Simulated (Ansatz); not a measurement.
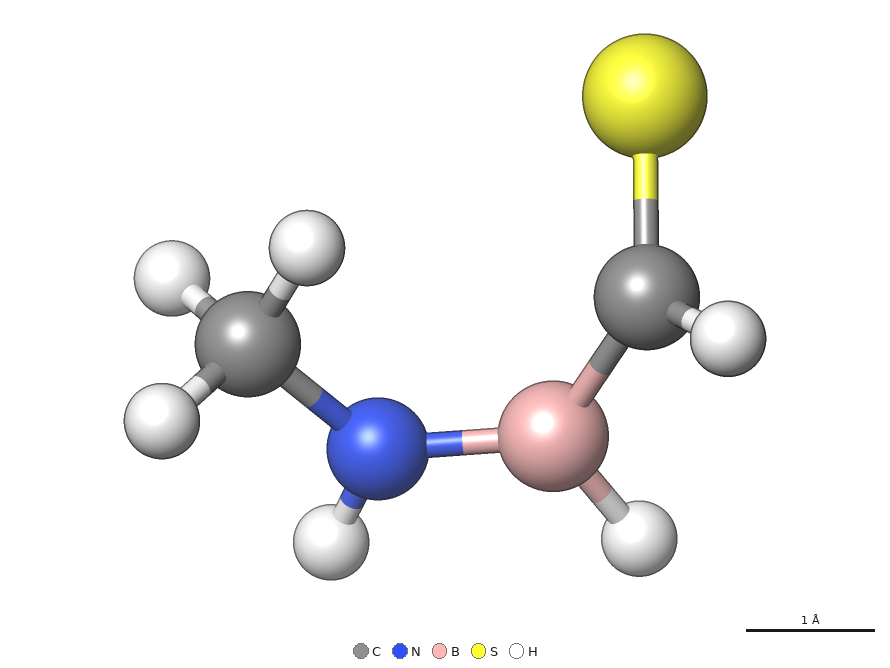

Every bond is drawn as one stick, whatever its order.

The geometry was computed by an optimisation with PBE0-D4/def2-TZVP. No frequency run is at hand to confirm it as a minimum.

> Count the atoms of each element.

C₂H₆BNS, 11 atoms: 2 carbon, 6 hydrogen, 1 boron, 1 nitrogen and 1 sulfur.

> Does it have rings?

It has no ring.

> Count the bonded pairs by element.

4 C–H, 1 C–N, 1 B–N, 1 C–B, 1 C–S, 1 N–H, 1 B–H.

> What is its SMILES?

CNBC=S

> Which point group does it belong to?

C1.

More results for the same structure follow; atom numbers are the same in all pictures, views and colours differ.

### Geometry

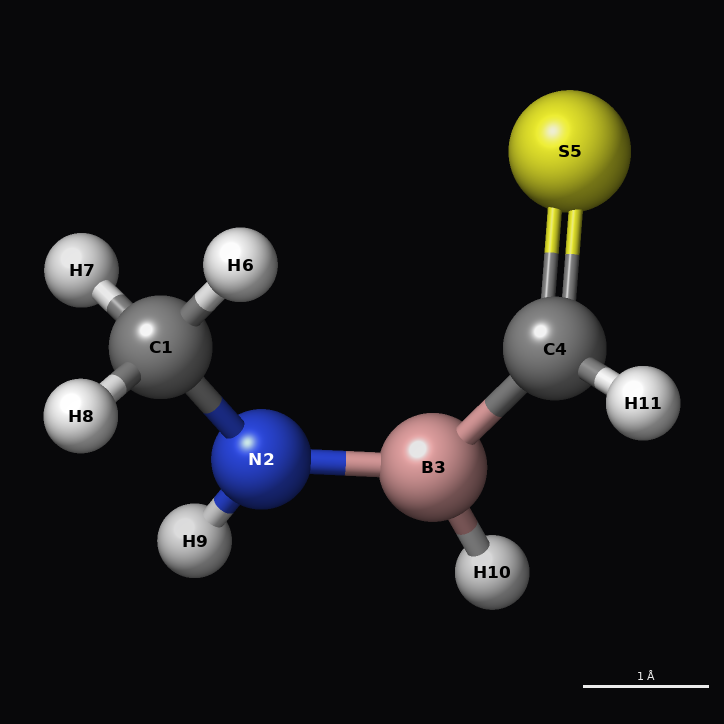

The atoms are numbered. No frequency run is at hand to confirm it as a minimum.

> Describe the coordination of atom 4.

C4 has 3 neighbours (B3 at 1.56, S5 at 1.62, H11 at 1.10 Å); the arrangement is trigonal planar.

> What is the geometry at C1?

C1 has 4 neighbours (N2 at 1.45, H6 at 1.09, H7 at 1.09, H8 at 1.09 Å); the arrangement is tetrahedral.

> Describe the coordination of atom 2.

N2 has 3 neighbours (C1 at 1.45, B3 at 1.38, H9 at 1.01 Å); the arrangement is trigonal planar.

> How are the neighbours of atom 3 arranged?

B3 has 3 neighbours (N2 at 1.38, C4 at 1.56, H10 at 1.20 Å); the arrangement is trigonal planar.

> What is the dihedral angle C1–N2–B3–C4?

1° in size, that is syn (eclipsed).

### Levels of theory compared

No frequency run is at hand to confirm it as a minimum. Program: Ansatz 0.2.0.

Compare HOMO–LUMO gap (eV), HOMO energy (eV) at these levels: B3LYP-D4/def2-TZVPP; PBE-D4/def2-TZVPP; PBE0-D4/def2-TZVPP; r2SCAN-D4/def2-TZVPP; ωB97M-V/def2-TZVPP; ωB97X-V/def2-TZVPP.

| level | HOMO–LUMO gap (eV) | HOMO energy (eV) |
| --- | --- | --- |
| B3LYP-D4/def2-TZVPP | 3.41 | −5.90 |
| PBE-D4/def2-TZVPP | 1.67 | −4.89 |
| PBE0-D4/def2-TZVPP | 3.82 | −6.13 |
| r2SCAN-D4/def2-TZVPP | 1.97 | −5.11 |
| ωB97M-V/def2-TZVPP | 8.19 | −8.35 |
| ωB97X-V/def2-TZVPP | 8.41 | −8.52 |

### Dipole moment

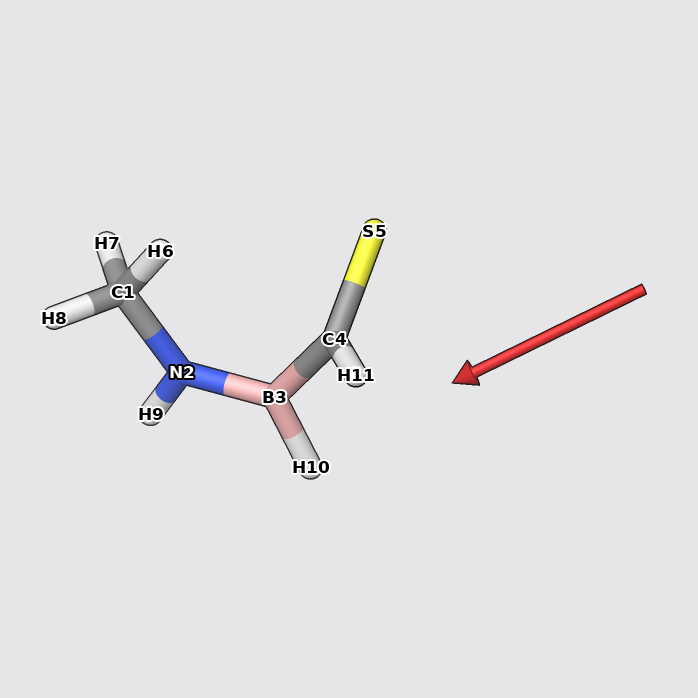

The arrow beside the molecule shows the direction of the dipole moment, from the negative to the positive end (its length means nothing). No frequency run is at hand to confirm it as a minimum. Method: RKS B3LYP-D4/def2-TZVPP (Ansatz 0.2.0).

> Estimate the dipole moment.

2.96 D; it points from the side of S5 to the side of H8 (the outermost atoms at the two ends).

### Charges

The questions are on Mulliken charges. No frequency run is at hand to confirm it as a minimum. Method: RKS PBE-D4/def2-TZVPP (Ansatz 0.2.0).

Give the Mulliken charges atom by atom.

```json
{"atom": "C1", "value (e)": "−0.17"}
{"atom": "N2", "value (e)": "−0.10"}
{"atom": "B3", "value (e)": "−0.03"}
{"atom": "C4", "value (e)": "−0.07"}
{"atom": "S5", "value (e)": "−0.19"}
{"atom": "H6", "value (e)": "0.08"}
{"atom": "H7", "value (e)": "0.11"}
{"atom": "H8", "value (e)": "0.10"}
{"atom": "H9", "value (e)": "0.16"}
{"atom": "H10", "value (e)": "0.00"}
{"atom": "H11", "value (e)": "0.11"}
```

Mulliken values depend strongly on the basis set and can even reverse the polarity of a bond.
